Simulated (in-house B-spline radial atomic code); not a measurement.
# F: density, ELF and screening along the radius

Aim: the shell structure of F in the radial density, the electron localisation function and the screened nuclear charge, under several settings.

Program: in-house B-spline radial atomic code version 1. Level of theory: several methods, spin-polarised, as named in each step; spherical all-electron atom at the radial basis limit. These are calculated values, not measurements, unless marked.

## 1. Starting point

| Item | Value |
| --- | --- |
| element | fluorine (Z = 9) |
| charge | 0 |
| electrons | 9 |
| configuration | [He] 2s2 2p5 |
| nucleus | point (non-relativistic runs) or finite (X2C runs) |

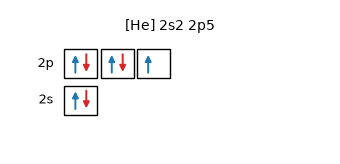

Outer shells as boxes.

Where spins are not typed, each open shell is filled with up spins first.

## 2. LDA (VWN5), non-rel.

Settings, as recorded:

```ini
Z = 9
electrons = 9.0
configuration = [He] 2s2 2p5
hamiltonian = nr
method = lda,vwn
spin_polarised = True
```

Run with:

```
> python run_scf.py task.json out
```

The settings of every run stand in task.json; they run in order.

## 3. PBE, non-rel.

Settings, as recorded:

```ini
Z = 9
electrons = 9.0
configuration = [He] 2s2 2p5
hamiltonian = nr
method = pbe,pbe
spin_polarised = True
```

## 4. Hartree-Fock, non-rel.

Settings, as recorded:

```ini
Z = 9
electrons = 9.0
configuration = [He] 2s2 2p5
hamiltonian = nr
method = hf
spin_polarised = True
```

## 5. TPSS, non-rel.

Settings, as recorded:

```ini
Z = 9
electrons = 9.0
configuration = [He] 2s2 2p5
hamiltonian = nr
method = tpss,tpss
spin_polarised = True
```

**Question.** How large is the system in each run, where do the shell borders lie, and what is the highest level?

As calculated:

| run | total energy (hartree) | highest level (eV) | radius holding 50 / 90 / 99 % (bohr) | radius at n = 0.001 (bohr) | ELF minima on the full grid (bohr) |
| --- | --- | --- | --- | --- | --- |
| LDA (VWN5), non-rel. | -99.1142 | -10.448 | 0.779 / 1.72 / 2.95 | 3.12 | 0.36 |
| PBE, non-rel. | -99.6657 | -10.235 | 0.779 / 1.72 / 2.97 | 3.12 | 0.36 |
| Hartree-Fock, non-rel. | -99.4108 | -18.333 | 0.780 / 1.68 / 2.81 | 3.04 | 0.36 |
| TPSS, non-rel. | -99.7603 | -10.242 | 0.778 / 1.71 / 2.94 | 3.11 | 0.36 |

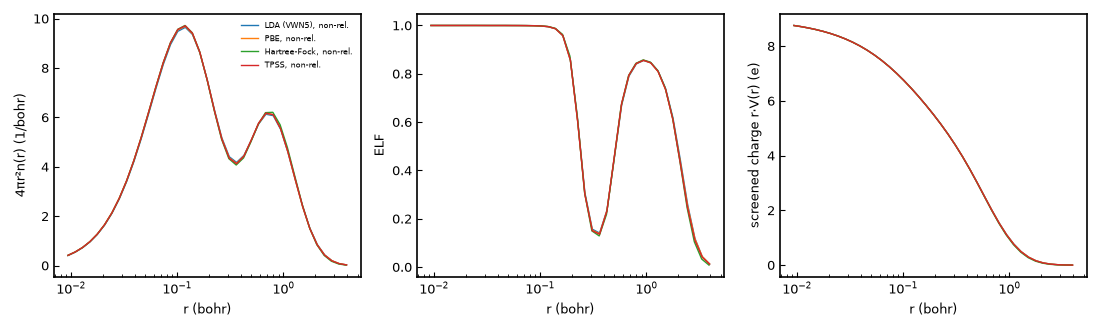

Radial density, ELF and screened nuclear charge of all runs.

In the first run ELF has 1 minimum on the grid, which marks the borders between shells. On the record's full grid the screened charge (r times the electrostatic potential) falls from 8.9 near the nucleus to 0.00 at 3.9 bohr; far out it tends to the net charge, 0. The radius that holds 99 % of the electrons runs from 2.81 bohr (Hartree-Fock, non-rel.) to 2.97 bohr (PBE, non-rel.). The grid is coarse (about 18 % a step), so the places of minima are rough.

Members of this set that are not shown: 6 used exact exchange with fractional occupations of an open shell, which is unsound here.
